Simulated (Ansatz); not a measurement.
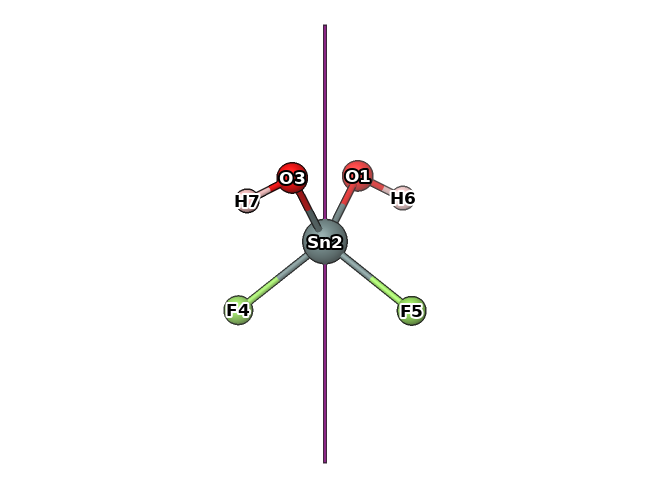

A line through the centre of mass is drawn in. Depth is shown by fading: the farther an atom, the more it takes the colour of the background. The geometry was computed by an optimisation with PBE0-D4/def2-TZVP.

**Is the line a proper rotation axis of the structure, and of what order?**

Yes, a C2 axis. A turn by 180° leaves Sn2 in place and moves O1 ↔ O3; F4 ↔ F5; H6 ↔ H7. The point group is C2.
